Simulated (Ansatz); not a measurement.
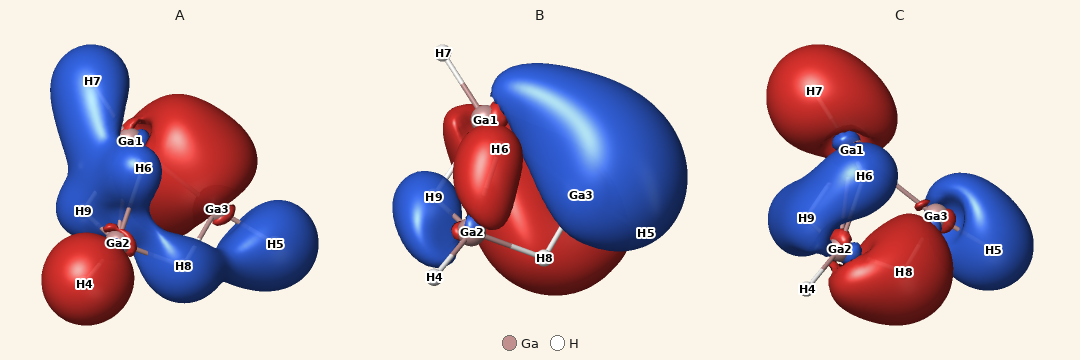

Figure 1: Ga3H6 (charge +1). Three frontier orbitals at ±0.08 Å⁻³ᐟ² (red and blue are the two phases), in no order.

Geometry: PBE0-D4/def2-SVP.

Theory: RKS PBE0-D4/def2-TZVP (Ansatz 0.2.0).

```xyz
9

Ga   -0.7023    1.0879   -0.7595
Ga    0.3384   -0.0565    1.3256
Ga    0.1705   -1.0738   -1.4850
H     0.7060   -0.0983    2.8180
H     0.6376   -2.3793   -2.1818
H     0.8042    1.2047    0.2447
H    -1.4071    2.4388   -0.9692
H     0.7112   -1.3296    0.2817
H    -1.2584    0.2061    0.7256
```

Q: Which picture is the HOMO−1, the HOMO and the LUMO?

A: C is the HOMO−1 (−14.05 eV). Its weight (Hirshfeld) is mainly on Ga1 (about 20 %), H8 (about 15 %), H7 (about 15 %), Ga2 (about 15 %), Ga3 (about 15 %) and H5 (about 10 %). A is the HOMO (−12.62 eV). By Hirshfeld shares it lies mainly on Ga3 (about 35 %), Ga1 (about 25 %), H5 (about 10 %), Ga2 (about 10 %) and H4 (about 5 %). B is the LUMO (−7.04 eV). It lies mainly on Ga3 (about 65 %), Ga1 (about 15 %) and Ga2 (about 5 %).

Q: What is the HOMO–LUMO gap?

A: 5.58 eV between the orbital energies.
